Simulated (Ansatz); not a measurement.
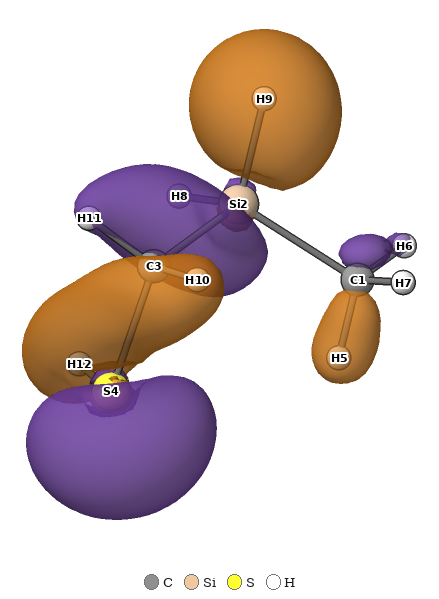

Figure. C$_{2}$H$_{8}$SSi. The HOMO−1 at ±0.1 Å⁻³ᐟ² (orange and purple are the two phases), seen at a tilt.

Geometry: PBE0-D4/def2-TZVP.

Computed with RKS PBE0-D4/def2-TZVPP (Ansatz).

```xyz
12

C    -1.1399    1.2574   -0.1112
Si   -0.0694    0.0659    0.8447
C     1.3158   -0.6178   -0.2291
S     0.6725   -1.5694   -1.6332
H    -1.5400    0.7762   -1.0059
H    -1.9766    1.6042    0.4992
H    -0.5632    2.1318   -0.4225
H    -0.8737   -1.0938    1.3254
H     0.5264    0.7388    2.0357
H     1.8737    0.2104   -0.6750
H     2.0282   -1.2150    0.3438
H    -0.1771   -2.3438   -0.9380
```

Where does this orbital lie, and at what energy?

It lies mainly on S4 (about 40 %), C3 (about 20 %), Si2 (about 15 %) and H9 (about 15 %). Its energy is −8.79 eV.
